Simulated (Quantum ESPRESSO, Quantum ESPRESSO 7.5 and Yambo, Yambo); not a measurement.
# A GW chain in Yambo: MgO (Fm-3m)

How does a plane-wave GW calculation on MgO (Fm-3m) run from the first input to the gap?

Main program and level: Quantum ESPRESSO 7.5 and Yambo 5.3.0; PBE and many-body steps on it, plane waves.

**Experimental background.**

- Gap 7.83 eV: direct gap at Gamma, low temperature; bulk crystal (literature value) (quoted in “The Band-Gap Studies of Short-Period CdO/MgO Superlattices”, 2021, pmc:8035356).

**1. Starting point**

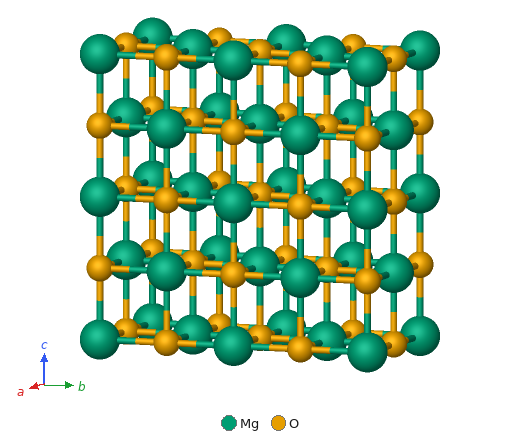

Start, viewed slightly off an axis; magnesium teal, oxygen orange. 1×2×2 cells are drawn. This picture shows the conventional cell, with its axes. Some periodic images of atoms are drawn too.

The cell and positions are those that the Materials Project relaxed with its own functionals (PBE, PBE+U or r2SCAN), kept fixed.

**2. Ground state**

This step: Quantum ESPRESSO 7.5; DFT, PBE, plane waves, norm-conserving pseudopotentials.

The ground-state density comes first.

pw.in

```
&control
  calculation = 'scf'
  prefix = 'x'
  outdir = 'o'
  pseudo_dir = 'pseudo'
/
&system
  ibrav = 0
  nat = 2
  ntyp = 2
  ecutwfc = 76.0
  nbnd = 13
  force_symmorphic = .true.
/
&electrons
  conv_thr = 1e-10
  electron_maxstep = 80
  mixing_beta = 0.5
/
ATOMIC_SPECIES
  Mg 24.305 Mg.upf
  O 15.999 O.upf
CELL_PARAMETERS angstrom
  -0.0000000000 2.0970013927 2.0970013927
  2.0970013927 -0.0000000000 2.0970013927
  2.0970013927 2.0970013927 -0.0000000000
ATOMIC_POSITIONS crystal
  Mg 0.0000000000 0.0000000000 0.0000000000
  O 0.5000000000 0.5000000000 0.5000000000
K_POINTS automatic
  8 8 8 0 0 0
```

On the command line:

```
OMP_NUM_THREADS=1 mpirun -n 4 pw.x -nk 4 -in pw.in > pw.out
```

Output:

```text
Program PWSCF v.7.5 starts

     This program is part of the open-source Quantum ESPRESSO suite
     for quantum simulation of materials; please cite
         "P. Giannozzi et al., J. Phys.:Condens. Matter 21 395502 (2009);
         "P. Giannozzi et al., J. Phys.:Condens. Matter 29 465901 (2017);
         "P. Giannozzi et al., J. Chem. Phys. 152 154105 (2020);
     in publications or presentations arising from this work. More details at
     Message from routine setup:
     using ibrav=0 with symmetry is DISCOURAGED, use correct ibrav instead

     G-vector sticks info

     bravais-lattice index     =            0
     lattice parameter (alat)  =       5.6042  a.u.
     unit-cell volume          =     124.4580 (a.u.)^3
     number of atoms/cell      =            2
     number of atomic types    =            2
     number of electrons       =        16.00
     number of Kohn-Sham states=           13
     kinetic-energy cutoff     =      76.0000  Ry
     charge density cutoff     =     304.0000  Ry
     scf convergence threshold =      1.0E-10
     mixing beta               =       0.5000
     number of iterations used =            8  plain     mixing
     Exchange-correlation= PBE
                           (   1   4   3   4   0   0   0)

     celldm(1)=   5.604187  celldm(2)=   0.000000  celldm(3)=   0.000000
     celldm(4)=   0.000000  celldm(5)=   0.000000  celldm(6)=   0.000000

     crystal axes: (cart. coord. in units of alat)
               a(1) = (  -0.000000   0.707107   0.707107 )
               a(2) = (   0.707107  -0.000000   0.707107 )
               a(3) = (   0.707107   0.707107  -0.000000 )

     reciprocal axes: (cart. coord. in units 2 pi/alat)
               b(1) = ( -0.707107  0.707107  0.707107 )
               b(2) = (  0.707107 -0.707107  0.707107 )
               b(3) = (  0.707107  0.707107 -0.707107 )
     Pseudo is Norm-conserving, Zval = 10.0
     Generated using ONCVPSP code by D. R. Hamann
     Using radial grid of 1510 points,  4 beta functions with:
     Pseudo is Norm-conserving + core correction, Zval =  6.0
     Generated using ONCVPSP code by D. R. Hamann
     Using radial grid of  936 points,  5 beta functions with:
     Mg               10.00    24.30500     Mg( 1.00)
     O                 6.00    15.99900     O ( 1.00)

     48 Sym. Ops., with inversion, found

   Cartesian axes

     site n.     atom                  positions (alat units)
         1        Mg     tau(   1) = (   0.0000000   0.0000000   0.0000000  )
         2        O      tau(   2) = (   0.7071068   0.7071068   0.7071068  )

     number of k points=    29
                       cart. coord. in units 2pi/alat
        k(    1) = (   0.0000000   0.0000000   0.0000000), wk =   0.0039062
        k(    2) = (   0.0883883   0.0883883  -0.0883883), wk =   0.0312500
        k(    3) = (   0.1767767   0.1767767  -0.1767767), wk =   0.0312500
        k(    4) = (   0.2651650   0.2651650  -0.2651650), wk =   0.0312500
        k(    5) = (  -0.3535534  -0.3535534   0.3535534), wk =   0.0156250
        k(    6) = (   0.1767767   0.0000000   0.0000000), wk =   0.0234375
        k(    7) = (   0.2651650   0.0883883  -0.0883883), wk =   0.0937500
        k(    8) = (   0.3535534   0.1767767  -0.1767767), wk =   0.0937500
        k(    9) = (  -0.2651650  -0.4419417   0.4419417), wk =   0.0937500
        k(   10) = (  -0.1767767  -0.3535534   0.3535534), wk =   0.0937500
     [... 17 further rows ...]
        k(   28) = (  -0.7071068   0.1767767  -0.0000000), wk =   0.0468750
        k(   29) = (  -0.7071068   0.3535534   0.0000000), wk =   0.0234375

     Dense  grid:    11113 G-vectors     FFT dimensions: (  32,  32,  32)

     Initial potential from superposition of free atoms

     starting charge      15.9992, renormalised to      16.0000
     Starting wfcs are    9 randomized atomic wfcs +    4 random wfcs

     per-process dynamical memory:    13.0 Mb

     Self-consistent Calculation

     iteration #  1     ecut=    76.00 Ry     beta= 0.50

     total energy              =    -151.98565451 Ry
     estimated scf accuracy    <       0.38484898 Ry

     iteration #  2     ecut=    76.00 Ry     beta= 0.50

     total energy              =    -152.09104709 Ry
     estimated scf accuracy    <       0.05835942 Ry

     iteration #  3     ecut=    76.00 Ry     beta= 0.50

     total energy              =    -152.10062289 Ry
     estimated scf accuracy    <       0.00317989 Ry

     iteration #  4     ecut=    76.00 Ry     beta= 0.50

     total energy              =    -152.10079175 Ry
     estimated scf accuracy    <       0.00008100 Ry

     iteration #  5     ecut=    76.00 Ry     beta= 0.50

     total energy              =    -152.10080590 Ry
     estimated scf accuracy    <       0.00000244 Ry

     iteration #  6     ecut=    76.00 Ry     beta= 0.50

     total energy              =    -152.10080622 Ry
     estimated scf accuracy    <       0.00000032 Ry

     iteration #  7     ecut=    76.00 Ry     beta= 0.50

     total energy              =    -152.10080622 Ry
     estimated scf accuracy    <       0.00000004 Ry

     iteration #  8     ecut=    76.00 Ry     beta= 0.50

     total energy              =    -152.10080623 Ry
     estimated scf accuracy    <          2.6E-09 Ry

     iteration #  9     ecut=    76.00 Ry     beta= 0.50

     End of self-consistent calculation

          k = 0.0000 0.0000 0.0000 (  1411 PWs)   bands (ev):

   -64.1039 -30.8548 -30.8548 -30.8548  -9.0394   8.2133   8.2133   8.2133
    13.1081  24.2494  24.2494  24.2494  28.0511

          k = 0.0884 0.0884-0.0884 (  1405 PWs)   bands (ev):

   -64.1025 -30.8681 -30.8561 -30.8561  -8.8674   7.2649   8.1108   8.1108
    14.0128  22.5118  24.6067  24.6067  29.0607

          k = 0.1768 0.1768-0.1768 (  1390 PWs)   bands (ev):

   -64.0993 -30.8995 -30.8593 -30.8593  -8.4208   5.5520   7.8738   7.8738
    15.4521  20.9345  25.0825  25.0825  28.6544

          k = 0.2652 0.2652-0.2652 (  1410 PWs)   bands (ev):

     [... further k-points ...]

     highest occupied, lowest unoccupied level (ev):     8.2133   13.1081

!    total energy              =    -152.10080623 Ry
     estimated scf accuracy    <          3.6E-11 Ry

     The total energy is the sum of the following terms:
     one-electron contribution =     -73.72474351 Ry
     hartree contribution      =      41.30826807 Ry
     xc contribution           =     -24.50956510 Ry
     ewald contribution        =     -95.17476569 Ry

     convergence has been achieved in   9 iterations

     XML data file, charge density, pseudopotentials, collected wavefunctions

=------------------------------------------------------------------------------=
   JOB DONE.
=------------------------------------------------------------------------------=
```

Wall time 2.2 s (4 MPI ranks of Arm Neoverse V1, shared host); peak memory 0.19 GiB; 8.7 s of CPU time.

Numbers from this step:

* total energy: -2069.4369 eV
* gap: 4.895 eV
* k of the valence top: 0, 0, 0
* k of the conduction bottom: 0, 0, 0
* least direct gap: 4.895 eV

The gap is direct, at Γ.

**3. Bands along the symmetry lines**

The cheap functional maps the bands first; the places of the edges decide which points the dearer methods must see.

pw.in

```
&control
  calculation = 'bands'
  prefix = 'x'
  outdir = 'o'
  pseudo_dir = 'pseudo'
/
&system
  ibrav = 0
  nat = 2
  ntyp = 2
  ecutwfc = 76.0
  nbnd = 14
  force_symmorphic = .true.
/
&electrons
  conv_thr = 1e-9
  electron_maxstep = 80
  diago_full_acc = .true.
  diago_thr_init = 5e-6
/
ATOMIC_SPECIES
  Mg 24.305 Mg.upf
  O 15.999 O.upf
CELL_PARAMETERS angstrom
  -0.0000000000 2.0970013927 2.0970013927
  2.0970013927 -0.0000000000 2.0970013927
  2.0970013927 2.0970013927 -0.0000000000
ATOMIC_POSITIONS crystal
  Mg 0.0000000000 0.0000000000 0.0000000000
  O 0.5000000000 0.5000000000 0.5000000000
K_POINTS crystal
  50
  0.00000000 0.00000000 0.00000000 1
  0.06250000 0.00000000 0.06250000 1
  0.12500000 0.00000000 0.12500000 1
  0.18750000 0.00000000 0.18750000 1
  0.25000000 0.00000000 0.25000000 1
  0.31250000 0.00000000 0.31250000 1
  0.37500000 0.00000000 0.37500000 1
  0.43750000 0.00000000 0.43750000 1
  0.50000000 0.00000000 0.50000000 1
  0.51562500 0.03125000 0.51562500 1
  0.53125000 0.06250000 0.53125000 1
  0.54687500 0.09375000 0.54687500 1
  0.56250000 0.12500000 0.56250000 1
  0.57812500 0.15625000 0.57812500 1
  0.59375000 0.18750000 0.59375000 1
  0.60937500 0.21875000 0.60937500 1
  0.62500000 0.25000000 0.62500000 1
  0.37500000 0.37500000 0.75000000 1
  0.32812500 0.32812500 0.65625000 1
  0.28125000 0.28125000 0.56250000 1
  0.23437500 0.23437500 0.46875000 1
  0.18750000 0.18750000 0.37500000 1
  0.14062500 0.14062500 0.28125000 1
  0.09375000 0.09375000 0.18750000 1
  0.04687500 0.04687500 0.09375000 1
  0.00000000 0.00000000 0.00000000 1
  0.06250000 0.06250000 0.06250000 1
  0.12500000 0.12500000 0.12500000 1
  0.18750000 0.18750000 0.18750000 1
  0.25000000 0.25000000 0.25000000 1
  0.31250000 0.31250000 0.31250000 1
  0.37500000 0.37500000 0.37500000 1
  0.43750000 0.43750000 0.43750000 1
  0.50000000 0.50000000 0.50000000 1
  0.50000000 0.46875000 0.53125000 1
  0.50000000 0.43750000 0.56250000 1
  0.50000000 0.40625000 0.59375000 1
  0.50000000 0.37500000 0.62500000 1
  0.50000000 0.34375000 0.65625000 1
  0.50000000 0.31250000 0.68750000 1
  0.50000000 0.28125000 0.71875000 1
  0.50000000 0.25000000 0.75000000 1
  0.50000000 0.21875000 0.71875000 1
  0.50000000 0.18750000 0.68750000 1
  0.50000000 0.15625000 0.65625000 1
  0.50000000 0.12500000 0.62500000 1
  0.50000000 0.09375000 0.59375000 1
  0.50000000 0.06250000 0.56250000 1
  0.50000000 0.03125000 0.53125000 1
  0.50000000 0.00000000 0.50000000 1
```

Output:

```text
[banner, memory and clock lines left out]
Program PWSCF v.7.5 starts

     Atomic positions and unit cell read from directory:
     o/x.save/

     Message from routine setup:
     using ibrav=0 with symmetry is DISCOURAGED, use correct ibrav instead

     G-vector sticks info

     bravais-lattice index     =            0
     lattice parameter (alat)  =       5.6042  a.u.
     unit-cell volume          =     124.4580 (a.u.)^3
     number of atoms/cell      =            2
     number of atomic types    =            2
     number of electrons       =        16.00
     number of Kohn-Sham states=           14
     kinetic-energy cutoff     =      76.0000  Ry
     charge density cutoff     =     304.0000  Ry
     Exchange-correlation= PBE
                           (   1   4   3   4   0   0   0)

     celldm(1)=   5.604187  celldm(2)=   0.000000  celldm(3)=   0.000000
     celldm(4)=   0.000000  celldm(5)=   0.000000  celldm(6)=   0.000000

     crystal axes: (cart. coord. in units of alat)
               a(1) = (  -0.000000   0.707107   0.707107 )
               a(2) = (   0.707107  -0.000000   0.707107 )
               a(3) = (   0.707107   0.707107  -0.000000 )

     reciprocal axes: (cart. coord. in units 2 pi/alat)
               b(1) = ( -0.707107  0.707107  0.707107 )
               b(2) = (  0.707107 -0.707107  0.707107 )
               b(3) = (  0.707107  0.707107 -0.707107 )
     Pseudo is Norm-conserving, Zval = 10.0
     Generated using ONCVPSP code by D. R. Hamann
     Using radial grid of 1510 points,  4 beta functions with:
     Pseudo is Norm-conserving + core correction, Zval =  6.0
     Generated using ONCVPSP code by D. R. Hamann
     Using radial grid of  936 points,  5 beta functions with:
     Mg               10.00    24.30500     Mg( 1.00)
     O                 6.00    15.99900     O ( 1.00)

     48 Sym. Ops., with inversion, found

   Cartesian axes

     site n.     atom                  positions (alat units)
         1        Mg     tau(   1) = (   0.0000000   0.0000000   0.0000000  )
         2        O      tau(   2) = (   0.7071068   0.7071068   0.7071068  )

     number of k points=    50
                       cart. coord. in units 2pi/alat
        k(    1) = (   0.0000000   0.0000000   0.0000000), wk =   0.0400000
        k(    2) = (   0.0000000   0.0883883   0.0000000), wk =   0.0400000
        k(    3) = (   0.0000000   0.1767767   0.0000000), wk =   0.0400000
[...]
[... 38 further rows ...]
        k(   49) = (   0.0441942   0.7071068   0.0000000), wk =   0.0400000
        k(   50) = (   0.0000000   0.7071068   0.0000000), wk =   0.0400000

     Dense  grid:    11113 G-vectors     FFT dimensions: (  32,  32,  32)

     The potential is recalculated from file :
     o/x.save/charge-density

     Starting wfcs are    9 randomized atomic wfcs +    5 random wfcs

     Band Structure Calculation

     End of band structure calculation

          k = 0.0000 0.0000 0.0000 (  1411 PWs)   bands (ev):

   -64.1039 -30.8549 -30.8549 -30.8549  -9.0394   8.2133   8.2133   8.2133
    13.1082  24.2494  24.2494  24.2494  28.0511  30.0888

          k = 0.0000 0.0884 0.0000 (  1399 PWs)   bands (ev):

   -64.1035 -30.8580 -30.8558 -30.8558  -8.9808   7.9049   8.1517   8.1517
    13.4594  23.4237  24.3842  24.3842  29.0710  29.1425

          k = 0.0000 0.1768 0.0000 (  1399 PWs)   bands (ev):

   -64.1021 -30.8672 -30.8591 -30.8591  -8.8133   7.1868   7.9813   7.9813
    14.3084  22.0059  24.7577  24.7577  27.3189  30.5759

          k =-0.0000 0.2652 0.0000 (  1383 PWs)   bands (ev):

[...]
k = 0.0000 0.4419-0.0000 (  1383 PWs)   bands (ev):

[...]
k =-0.0000 0.5303 0.0000 (  1379 PWs)   bands (ev):

[...]
k = 0.0000 0.6187-0.0000 (  1383 PWs)   bands (ev):

[...]
k = 0.4640 0.4640-0.0000 (  1384 PWs)   bands (ev):

[...]
k = 0.3315 0.3315-0.0000 (  1388 PWs)   bands (ev):

[...]
k = 0.3094 0.7071-0.0000 (  1402 PWs)   bands (ev):

[...]
k = 0.2210 0.7071-0.0000 (  1398 PWs)   bands (ev):

[...]
k = 0.1768 0.7071-0.0000 (  1390 PWs)   bands (ev):

[...]
k = 0.0442 0.7071 0.0000 (  1380 PWs)   bands (ev):

   -64.0917 -30.9300 -30.8848 -30.8845  -7.4587   4.1431   6.8236   6.8457
    17.5205  18.4285  21.4225  27.2705  27.4429  34.1183

          k = 0.0000 0.7071 0.0000 (  1362 PWs)   bands (ev):

   -64.0917 -30.9301 -30.8842 -30.8842  -7.4612   4.1242   6.8628   6.8628
    17.4582  18.3678  21.4446  27.4034  27.4034  34.0357

     XML data file, pseudopotentials, collected wavefunctions
```

Run time: 1.5 s. Hardware: 4 MPI ranks; peak memory 0.05 GiB.

This step gave:

```
gap                        : 4.895 eV
k of the valence top       : 0, 0, 0
k of the conduction bottom : 0, 0, 0
least direct gap           : 4.895 eV
```

The gap is 4.895 eV, as in the run before at this level.

Electronic bands along the path, in eV, zero at the top of the highest filled band; v1 is the highest filled band, c1 the lowest empty one:

```csv
point,v4,v3,v2,v1,c1,c2,c3,c4
Γ,-17.25,0.00,0.00,0.00,4.89,16.04,16.04,16.04
X,-15.67,-4.09,-1.35,-1.35,9.24,10.15,13.23,19.19
U,-15.65,-3.50,-2.72,-1.14,10.22,11.95,12.66,18.34
jump to K,-15.65,-3.50,-2.72,-1.14,10.22,11.95,12.66,18.34
Γ,-17.25,0.00,0.00,0.00,4.89,16.04,16.04,16.04
L,-15.90,-4.64,-0.65,-0.65,8.02,12.76,16.49,16.49
W,-15.61,-2.96,-2.96,-1.78,11.77,11.77,12.35,15.74
X,-15.67,-4.09,-1.35,-1.35,9.24,10.15,13.23,19.19
```

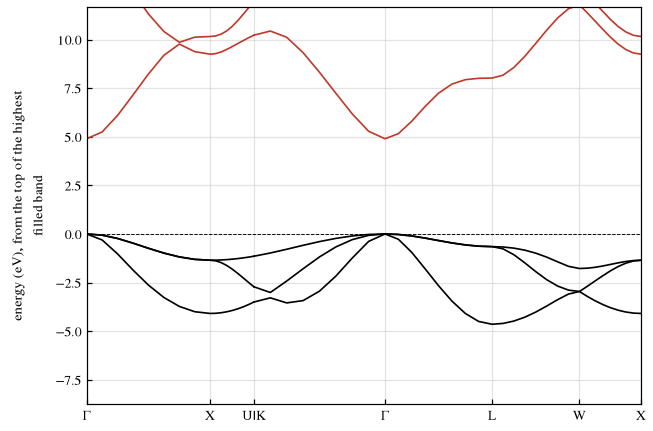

Electronic bands along the path; lines of filled and empty bands in two colours.

**4. Empty states on the mesh, 6×6×6 mesh, 49 bands**

The sums over transitions need many empty states on a uniform mesh; this step solves for them.

pw.in

```
&control
  calculation = 'nscf'
  prefix = 'x'
  outdir = 'o'
  pseudo_dir = 'pseudo'
/
&system
  ibrav = 0
  nat = 2
  ntyp = 2
  ecutwfc = 76.0
  nbnd = 49
  force_symmorphic = .true.
/
&electrons
  conv_thr = 1e-9
  electron_maxstep = 80
  diago_full_acc = .true.
  diago_thr_init = 5e-6
/
ATOMIC_SPECIES
  Mg 24.305 Mg.upf
  O 15.999 O.upf
CELL_PARAMETERS angstrom
  -0.0000000000 2.0970013927 2.0970013927
  2.0970013927 -0.0000000000 2.0970013927
  2.0970013927 2.0970013927 -0.0000000000
ATOMIC_POSITIONS crystal
  Mg 0.0000000000 0.0000000000 0.0000000000
  O 0.5000000000 0.5000000000 0.5000000000
K_POINTS automatic
  6 6 6 0 0 0
```

Output:

```text
[banner, memory and clock lines left out]
Program PWSCF v.7.5 starts

     Atomic positions and unit cell read from directory:
     o/x.save/

     Message from routine setup:
     using ibrav=0 with symmetry is DISCOURAGED, use correct ibrav instead

     G-vector sticks info

     bravais-lattice index     =            0
     lattice parameter (alat)  =       5.6042  a.u.
     unit-cell volume          =     124.4580 (a.u.)^3
     number of atoms/cell      =            2
     number of atomic types    =            2
     number of electrons       =        16.00
     number of Kohn-Sham states=           49
     kinetic-energy cutoff     =      76.0000  Ry
     charge density cutoff     =     304.0000  Ry
     Exchange-correlation= PBE
                           (   1   4   3   4   0   0   0)

     celldm(1)=   5.604187  celldm(2)=   0.000000  celldm(3)=   0.000000
     celldm(4)=   0.000000  celldm(5)=   0.000000  celldm(6)=   0.000000

     crystal axes: (cart. coord. in units of alat)
               a(1) = (  -0.000000   0.707107   0.707107 )
               a(2) = (   0.707107  -0.000000   0.707107 )
               a(3) = (   0.707107   0.707107  -0.000000 )

     reciprocal axes: (cart. coord. in units 2 pi/alat)
               b(1) = ( -0.707107  0.707107  0.707107 )
               b(2) = (  0.707107 -0.707107  0.707107 )
               b(3) = (  0.707107  0.707107 -0.707107 )
     Pseudo is Norm-conserving, Zval = 10.0
     Generated using ONCVPSP code by D. R. Hamann
     Using radial grid of 1510 points,  4 beta functions with:
     Pseudo is Norm-conserving + core correction, Zval =  6.0
     Generated using ONCVPSP code by D. R. Hamann
     Using radial grid of  936 points,  5 beta functions with:
     Mg               10.00    24.30500     Mg( 1.00)
     O                 6.00    15.99900     O ( 1.00)

     48 Sym. Ops., with inversion, found

   Cartesian axes

     site n.     atom                  positions (alat units)
         1        Mg     tau(   1) = (   0.0000000   0.0000000   0.0000000  )
         2        O      tau(   2) = (   0.7071068   0.7071068   0.7071068  )

     number of k points=    16
                       cart. coord. in units 2pi/alat
        k(    1) = (   0.0000000   0.0000000   0.0000000), wk =   0.0092593
        k(    2) = (   0.1178511   0.1178511  -0.1178511), wk =   0.0740741
        k(    3) = (   0.2357023   0.2357023  -0.2357023), wk =   0.0740741
[...]
[... 4 further rows ...]
        k(   15) = (  -0.1178511  -0.3535534   0.5892557), wk =   0.2222222
        k(   16) = (  -0.7071068   0.2357023   0.0000000), wk =   0.1111111

     Dense  grid:    11113 G-vectors     FFT dimensions: (  32,  32,  32)

     The potential is recalculated from file :
     o/x.save/charge-density

     Starting wfcs are    9 randomized atomic wfcs +   40 random wfcs

     Band Structure Calculation

     End of band structure calculation

          k = 0.0000 0.0000 0.0000 (  1411 PWs)   bands (ev):

   -64.1039 -30.8549 -30.8549 -30.8549  -9.0394   8.2133   8.2133   8.2133
    13.1082  24.2494  24.2494  24.2494  28.0510  30.0888  30.0888  32.7919
    32.7919  32.7919  46.8852  46.8852  46.8852  47.6505  59.3157  59.3157
[...]
92.3242

          k = 0.1179 0.1179-0.1179 (  1399 PWs)   bands (ev):

[...]
94.7408

          k = 0.2357 0.2357-0.2357 (  1399 PWs)   bands (ev):

[...]
73.0514  73.0514  75.5707  77.0798  77.2945  77.2945  81.7828  81.7828
    87.2656  87.4144  87.5204  87.5204  88.0146  88.0146  92.8951  94.1795
    94.1795

          k =-0.3536-0.3536 0.3536 (  1404 PWs)   bands (ev):

     [... further k-points ...]

     highest occupied, lowest unoccupied level (ev):     8.2133   13.1082

     XML data file, pseudopotentials, collected wavefunctions
```

The job ended after 1.9 s (4 MPI ranks; peak memory 0.05 GiB).

This step gave:

| Property | Result |
| --- | --- |
| gap | 4.895 eV |
| k of the valence top | 0, 0, 0 |
| k of the conduction bottom | 0, 0, 0 |
| least direct gap | 4.895 eV |
| k points computed | 16 |
| lowest point of the top converged band, above the valence top | 84.1108 eV |

On this mesh the gap is 4.895 eV.

(Continued in part 2 of 2.)

[Paths, hosts, dates, memory and timing lines, banners, echoed tables and standing remarks are left out of the program output.]

[Logs are printed without paths, hosts, clocks, repeated set-up lines and the standing remarks that a program may print on its own settings, such as how far it seeks lower states.]

[Runs of the session that timed out or met a known fault of the program may be left out.]

[Hosts, paths, dates, database ids (printed as entryN), source tags and the programs' standing remarks are cut or masked in the printed files.]
